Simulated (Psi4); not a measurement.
# wB97X-V/cc-pVTZ run of F2 (fluorine)

What is the vertical ionisation energy of F2 (fluorine) at wB97X-V/cc-pVTZ? 

Program for the calculation: Psi4 1.11.

1 further run of the same task is left out (set aside as unsound or not needed).

**1. Starting point**

The species is F2 (2 atoms), meant as a singlet with charge 0. SMILES: `FF`. The shape is that of a PBE0-D4/def2-TZVP optimisation.

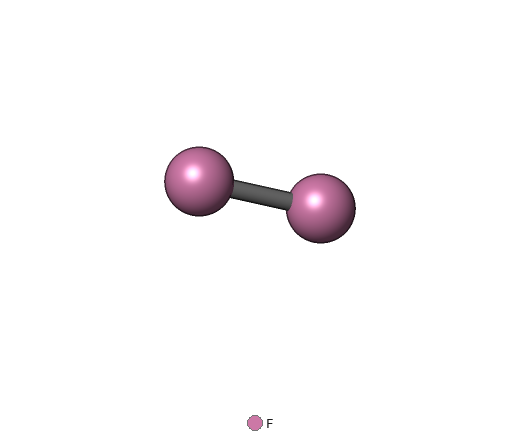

Viewed from a chosen angle; fluorine pink.

**2. The energy at wB97X-V/cc-pVTZ**

Contents of input.dat:

```
memory 1600 MB

molecule m {
  0 1
  F
  F 1 1.375613
  units angstrom
  symmetry c1
  no_reorient
  no_com
}

set {
  puream               true
  e_convergence        1e-09
  d_convergence        1e-08
  scf_type             pk
  dft_radial_points    99
  dft_spherical_points 590
}

e_tot, wfn = energy('wb97x-v/cc-pVTZ', return_wfn=True)
```

On the command line:

```bash
psi4 -n 1 input.dat output.dat
```

output.dat, shortened:

```text
[...]
  Running in c1 symmetry.
[...]
  Nuclear repulsion =   31.159456957930765
[...]
  Multiplicity = 1
[...]
  Nalpha       = 9
  Nbeta        = 9
[...]
    Number of basis functions: 60
[...]
   @RKS iter   1:  -199.49447250503448   -3.61300e-01   4.42815e-03 DIIS/ADIIS
[...]
   @RKS iter   8:  -199.51511698455474   -7.67386e-13   1.21462e-09 DIIS
[...]
    Orbital Energies [Eh]
    ---------------------
    Doubly Occupied:
       1A    -24.865891     2A    -24.865875     3A     -1.494000
       4A     -1.224701     5A     -0.713556     6A     -0.661430
       7A     -0.661430     8A     -0.515719     9A     -0.515719
[...]
  @RKS Final Energy:  -199.51511698455474
   => Energetics <=
    Nuclear Repulsion Energy =             31.1594569579307645
    One-Electron Energy =                -340.1709491883652845
    Two-Electron Energy =                 124.4446270666129237
    DFT Exchange-Correlation Energy =     -15.0252881268364717
    Empirical Dispersion Energy =           0.0000000000000000
    VV10 Nonlocal Energy =                  0.0770363061032994
    Total Energy =                       -199.5151169845547372
[...]
 Multipole Moments:
 ------------------------------------------------------------------------------------
     Multipole            Electronic (a.u.)      Nuclear  (a.u.)        Total (a.u.)
 ------------------------------------------------------------------------------------
 L = 1.  Multiply by 2.5417464519 to convert [e a0] to [Debye]
 Dipole X            :          0.0000000            0.0000000            0.0000000
 Dipole Y            :          0.0000000            0.0000000            0.0000000
 Dipole Z            :         -0.0000000           -0.0000000           -0.0000000
 Magnitude           :                                                    0.0000000
[...]
```

Run time: 6.6 s. Hardware: 1 thread of Intel Xeon 6975P-C (Granite Rapids), shared host; peak memory 0.45 GiB.

**3. The doublet cation**

Contents of input.json:

```json
{
  "schema_name": "qcschema_input",
  "schema_version": 1,
  "molecule": {
    "schema_name": "qcschema_molecule",
    "schema_version": 2,
    "symbols": ["F", "F"],
    "geometry": [-1.10341108, 0.40137783, -0.55746921, 1.10341108, -0.40137783, 0.55746921],
    "molecular_charge": 1,
    "molecular_multiplicity": 2,
    "fix_symmetry": "c1",
    "fix_com": true,
    "fix_orientation": true
  },
  "driver": "energy",
  "model": {
    "method": "wb97x-v",
    "basis": "cc-pVTZ"
  },
  "keywords": {
    "reference": "uks",
    "puream": true,
    "e_convergence": 1e-09,
    "d_convergence": 1e-08,
    "scf_type": "pk",
    "dft_radial_points": 99,
    "dft_spherical_points": 590,
    "maxiter": 200
  }
}
```

On the command line:

```bash
psi4 --qcschema input.json -n 1 --memory 1600MB
```

stdout, shortened:

```text
[...]
  Running in c1 symmetry.
[...]
  Nuclear repulsion =   31.159450805153512
[...]
  Multiplicity = 2
[...]
  Nalpha       = 9
  Nbeta        = 8
[...]
    Number of basis functions: 60
[...]
   @UKS iter   1:  -198.84318666599705    2.89985e-01   8.89454e-03 ADIIS/DIIS
[...]
   @UKS iter   9:  -198.93942130887106   -9.40759e-12   6.94498e-09 DIIS
[...]
   @S^2 Observed:                7.529495576E-01
[...]
    Orbital Energies [Eh]
    ---------------------
    Alpha Occupied:
       1A    -25.427250     2A    -25.427230     3A     -2.003525
       4A     -1.733555     5A     -1.202252     6A     -1.188642
       7A     -1.141623     8A     -1.056745     9A     -1.005579
    Alpha Virtual:
      10A     -0.509855    11A      0.371762    12A      0.381808
      13A      0.394266    14A      0.511860    15A      0.531313
      16A      0.549361    17A      0.605575    18A      1.179725
      19A      1.244149    20A      1.267812    21A      1.446188
      22A      1.446525    23A      1.691689    24A      1.691945
      25A      1.735603    26A      2.171411    27A      2.198888
[...]
  @UKS Final Energy:  -198.93942130887106
   => Energetics <=
    Nuclear Repulsion Energy =             31.1594508051535115
    One-Electron Energy =                -331.2172401431802768
    Two-Electron Energy =                 115.7576170515057044
    DFT Exchange-Correlation Energy =     -14.7128347811307130
    Empirical Dispersion Energy =           0.0000000000000000
    VV10 Nonlocal Energy =                  0.0735857587806576
    Total Energy =                       -198.9394213088710899
[...]
 Multipole Moments:
 ------------------------------------------------------------------------------------
     Multipole            Electronic (a.u.)      Nuclear  (a.u.)        Total (a.u.)
 ------------------------------------------------------------------------------------
 L = 1.  Multiply by 2.5417464519 to convert [e a0] to [Debye]
 Dipole X            :          0.0000000            0.0000000            0.0000000
 Dipole Y            :         -0.0000000            0.0000000           -0.0000000
 Dipole Z            :          0.0000000            0.0000000            0.0000000
 Magnitude           :                                                    0.0000000
[...]
```

The result, in JSON:

```text
{
 "driver": "energy",
 "model": {
  "method": "wb97x-v",
  "basis": "cc-pVTZ"
 },
 "success": true,
 "return_result": -198.93942130887106,
 "properties": {
  "calcinfo_nbasis": 60,
  "calcinfo_nmo": 60,
  "calcinfo_nalpha": 9,
  "calcinfo_nbeta": 8,
  "calcinfo_natom": 2,
  "nuclear_repulsion_energy": 31.15945080515351,
  "return_energy": -198.93942130887106,
  "scf_one_electron_energy": -331.2172401431803,
  "scf_two_electron_energy": 115.7576170515057,
  "scf_vv10_energy": 0.0735857587806576,
  "scf_xc_energy": -14.712834781130713,
  "scf_dipole_moment": [7.784384248310516e-12, -2.828161316248412e-12, 3.930411551777979e-12],
  "scf_total_energy": -198.93942130887106,
  "scf_iterations": 9
 }
}
```

Wall time 8.1 s (1 thread of Intel Xeon 6975P-C (Granite Rapids), shared host); peak memory 0.44 GiB.

**4. Summary of results**

At wB97X-V/cc-pVTZ:

| quantity | value |
| --- | --- |
| singlet F2: total energy | -199.51512 Eh |
| singlet F2: dipole moment | 0.00 D |
| singlet F2: HOMO energy | -14.03 eV |
| singlet F2: LUMO energy | -0.35 eV |
| singlet F2: HOMO–LUMO gap | 13.69 eV |
| doublet cation: total energy | -198.93942 Eh |
| doublet cation: HOMO energy (highest over α and β) | -26.83 eV |
| doublet cation: LUMO energy (lowest over α and β) | -17.34 eV |
| doublet cation: ⟨S²⟩ | 0.753 |
| vertical ionisation energy (to the doublet cation) | 15.665 eV |

**Reading.** The vertical ionisation energy comes to 15.67 eV (1511 kJ/mol). The negative HOMO energy of the first species, 14.03 eV, lies 1.63 eV below that difference.
